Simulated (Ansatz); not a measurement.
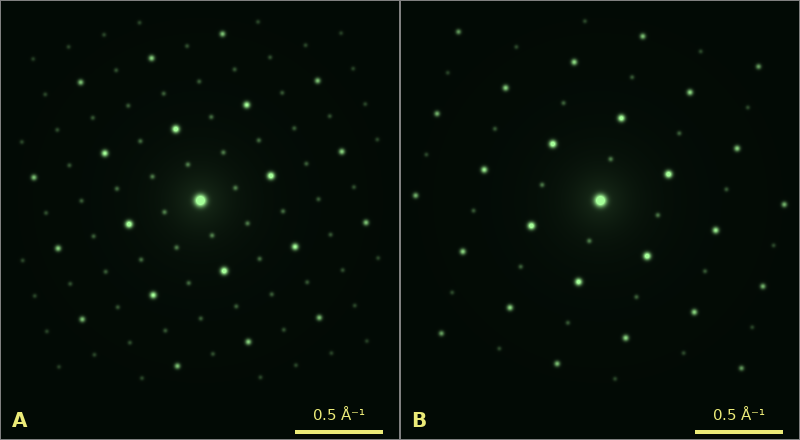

Kinematic electron diffraction patterns (300 kV, B = 0.5 Å², same scale, each along a low-index zone) of two structures of composition ScW3, each relaxed at zero pressure with DFT PBE, scalar-relativistic, plane waves, PAW in Ansatz 0.2.0. The runs are not spin-polarised.

The structures (standard cells):
1. P4/mmm (No. 123), a = 4.641 Å, c = 3.129 Å, 4 atoms; generated start, possibly hypothetical
2. Pm-3m (No. 221), a = 4.111 Å, 4 atoms; generated start, possibly hypothetical

Question: Which pattern belongs to which structure, and along which zone?

Answer: A is structure 1 along [001]: square net of 1 0 0 at d = 4.64 Å and 0 1 0 at d = 4.64 Å, 90.0° apart (some points of this net are extinct or too weak to see). B is structure 2 along [110] or an equivalent direction: rectangular net of 0 0 1 at d = 4.11 Å and 1 -1 0 at d = 2.91 Å, 90.0° apart (some points of this net are extinct or too weak to see).

Question: Rank the structures by their computed energy.

Answer: Structure 1 (P4/mmm, 16.85 Å³ an atom) is the lowest of these; structure 2 (Pm-3m, 17.38 Å³ an atom) lies about 300 meV an atom higher. These are static energies at 0 K; other structures, not shown, may lie lower still.
